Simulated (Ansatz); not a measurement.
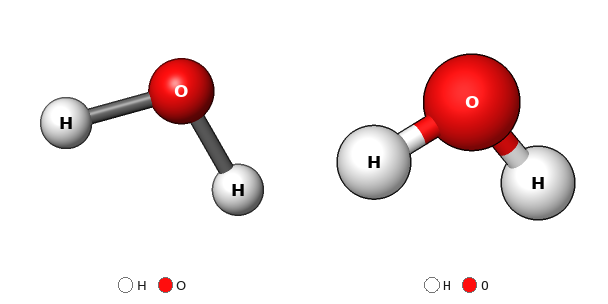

Both panels show the same species.

Computed geometry: PBE0-D4/def2-TZVP optimisation.

> Which formula does it have?

H₂O, 3 atoms: 2 hydrogen and 1 oxygen.

> What is the point group of this geometry?

C2v.

> Count the bonded pairs by element.

2 O–H. Sticks follow a distance rule.

The parts below concern this one geometry. Atoms keep their numbers from picture to picture.

### Charges

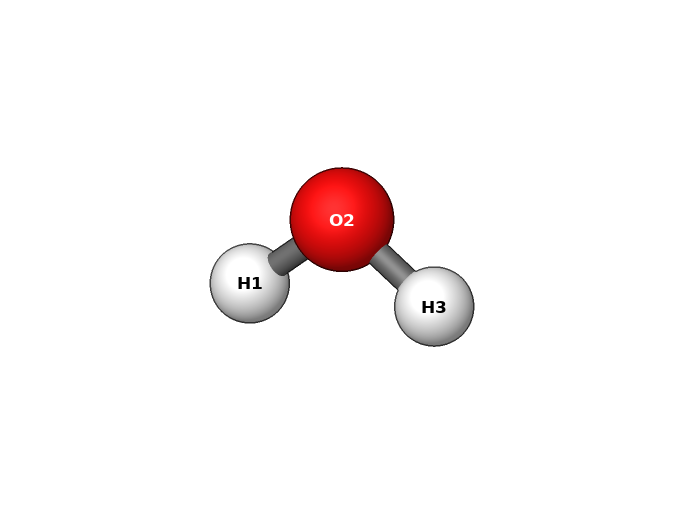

The questions are on Mulliken charges. Method: RKS PBE0-D4/def2-TZVP (Ansatz 0.2.0).

Give the Mulliken charges atom by atom.

```
atom  value (e)
  H1       0.32
  O2      −0.65
  H3       0.32
```

### Vibrations

Harmonic vibrations computed with RKS PBE0-D4/def2-TZVP (Ansatz 0.2.0) at a stationary point of the same level.

> How many vibrational modes are there, and where do they lie?

3 modes: 1623, 3852, 3960 cm⁻¹.

### Electronic properties

Properties computed with RKS PBE0-D4/def2-TZVPP (Ansatz 0.2.0).

> What is the LUMO energy (Kohn–Sham orbital)?

0.85 eV.

> Give the HOMO energy (Kohn–Sham orbital) at this level.

−8.90 eV.

Mulliken values depend strongly on the basis set and can even reverse the polarity of a bond.
